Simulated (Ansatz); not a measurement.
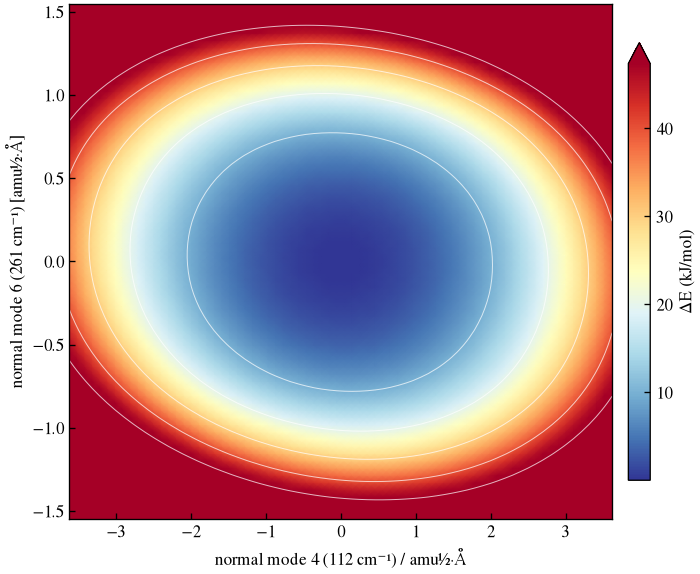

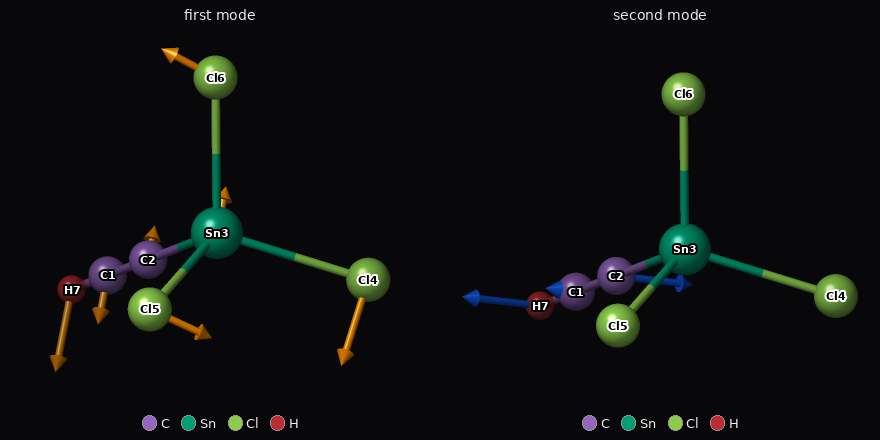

Energy landscape of C₂HCl₃Sn, SMILES C#[C][Sn]([Cl])([Cl])[Cl]. The first coordinate is: normal mode 4 (112 cm⁻¹); the second: normal mode 6 (261 cm⁻¹). Nothing is relaxed (straight displacements along the two mass-weighted modes). The scan uses a 9 × 9 grid. Points are written as (first, second). Energies: kJ/mol, counted from the relaxed molecule at the same level. These are results of Ansatz 0.2.0, RKS PBE0-D4/def2-SVP, not measurements.

The picture shows a smooth colour map with a few white contour lines, one colour for all values above the top of the scale. Between grid points the surface is interpolated. The second picture is the structure at the lowest point

Question: What does the map say about the system?

Answer: The lowest grid point is at (0.00 amu½·Å, 0.00 amu½·Å), 0 kJ/mol from the relaxed molecule at the same level. It is the only kind of minimum in the scanned range. The highest grid point, (−3.62 amu½·Å, −1.55 amu½·Å), lies 142 kJ/mol above the lowest.

The input of one point:

```yaml
crystal:
  periodic: [false, false, false]
  atoms:
    - { symbol: C, position_ang: [1.63792, -1.413035, 0.632574] }
    - { symbol: C, position_ang: [0.755659, -0.652199, 0.286998] }
    - { symbol: Sn, position_ang: [-0.739454, 0.63509, -0.299853] }
    - { symbol: Cl, position_ang: [-2.571365, -0.542323, -1.101043] }
    - { symbol: Cl, position_ang: [0.004108, 2.04724, -1.9842] }
    - { symbol: Cl, position_ang: [-1.445394, 1.944458, 1.480956] }
    - { symbol: H, position_ang: [2.419824, -2.087232, 0.938867] }
basis:
  gaussian: { orbitals: def2-SVP }
hamiltonian:
  xc: pbe0
  dispersion: d4
output:
  forces: true
```

Time for the 81 points that were run: 7.9 min on 1 thread of Intel(R) Xeon(R) 6975P-C (Granite Rapids), with other jobs on the host.
